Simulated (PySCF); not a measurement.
## A study: C3H4BrF, SMILES `C=C(F)CBr`

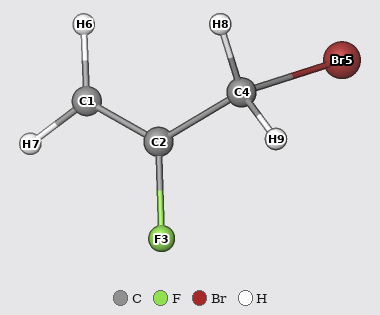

The molecule, with its atoms numbered as below. No frequency check shows the geometry to be a minimum.

Geometry (Å), atoms numbered from 1:

```
C1      -2.0446    1.2199   -0.1148
C2      -1.5150    0.0356    0.1301
F3      -2.0907   -1.0785   -0.3723
C4      -0.2930   -0.2522    0.9285
Br5      1.3409    0.0324   -0.1398
H6      -1.5933    2.1147    0.2700
H7      -2.9318    1.3182   -0.7131
H8      -0.2043    0.4150    1.7830
H9      -0.2691   -1.2947    1.2421
```

## 1. Bonding charge

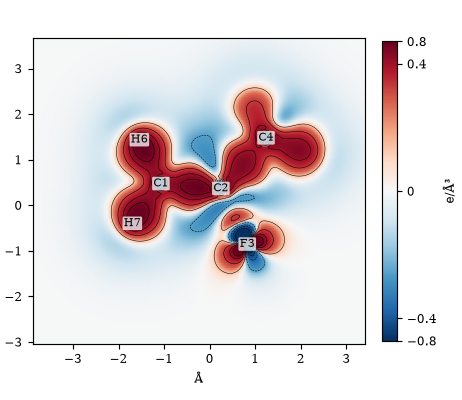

Deformation density (molecule less spherical, spin-averaged free atoms) in the plane of C1, C2, F3, C4, H6 and H7; colour scale in e/Å³, logarithmic beyond ±0.1; red: gain, blue: loss.

Method: ωB97X/aug-cc-pVDZ; geometry: GFN2-xTB; program: PySCF.

Q: Describe the bonding that the map shows.

A: C1–H7: +0.74 e/Å³ at the bond critical point (bond length 1.07 Å). C1–H6: +0.73 e/Å³ at the bond critical point (bond length 1.07 Å). C1–C2: +0.72 e/Å³ at the bond critical point (bond length 1.32 Å). C2–C4: +0.57 e/Å³ at the bond critical point (bond length 1.49 Å). C2–F3: −0.06 e/Å³ at the bond critical point (bond length 1.35 Å); up to 0.6 Å beside the axis the gain reaches +0.21 e/Å³. In all, 2.2 electrons gather in the regions of gain relative to the promolecule. A small or negative value marks a very polar bond, one between electron-rich atoms, whose free-atom densities already overlap strongly, a long bond to a heavier atom, or a closed-shell contact such as a hydrogen bond.

Q: Where do the Hirshfeld charges lie?

A: The highest Hirshfeld charge is on C2 (+0.07 e), the lowest on C1 (−0.13 e).

## 2. Electrostatic potential

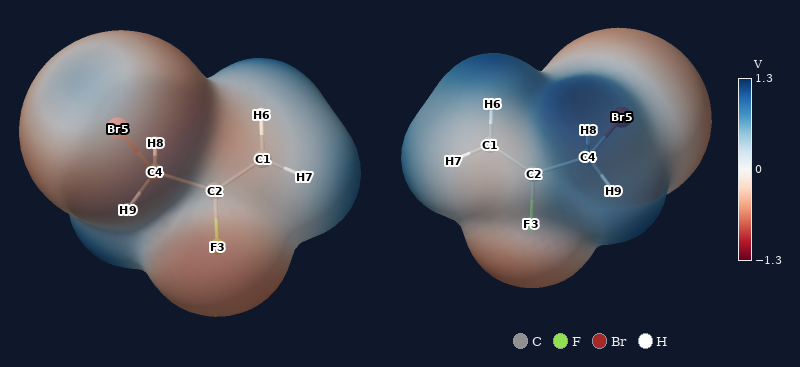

Electrostatic potential on the surface of electron density 0.001 a.u. (back view left, front view right).

Q: Where are the extremes of the potential on the surface?

A: Highest: 1.20 V, 1.3 Å from H8. Further maxima include 1.04 V, 1.3 Å from H6; 0.90 V, 1.3 Å from H7. Lowest: −0.66 V, 1.7 Å from F3. Further minima include −0.17 V, over C1, off the plane of its three bonds (2.1 Å). The surface is sampled at points, so like sites can differ by a few per cent and only the strongest of them is named.

Q: Does Br5 carry a σ-hole?

A: Yes: a local maximum of +0.37 V lies on the extension of the C4–Br5 bond.

## 3. Removing or adding an electron

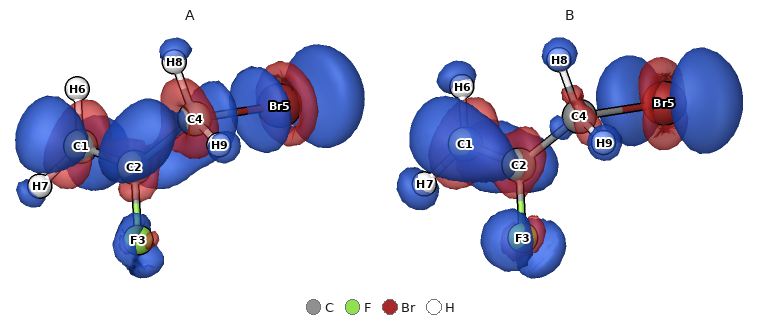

The two Fukui functions at ±0.03 e/Å³ (blue positive, red negative).

PySCF calculation, PBE/cc-pVDZ, gas phase; geometry: GFN2-xTB.

Q: Which panel is f⁻ (electron removed) and which f⁺ (electron added)?

A: A is f⁺, B is f⁻. f⁻ (Hirshfeld-condensed) is largest on Br5 (0.37); the vertical ionisation energy is 9.31 eV. f⁺ (Hirshfeld-condensed) is largest on Br5 (0.35); the vertical electron affinity is −1.04 eV (the stability of the anion's solution wasn't checked; negative, but this basis has no diffuse functions, so it doesn't show that the anion is unbound).

Q: What chemical potential and hardness follow from the two energies?

A: μ = −(I + A)/2 = −4.13 eV and η = I − A = 10.36 eV.
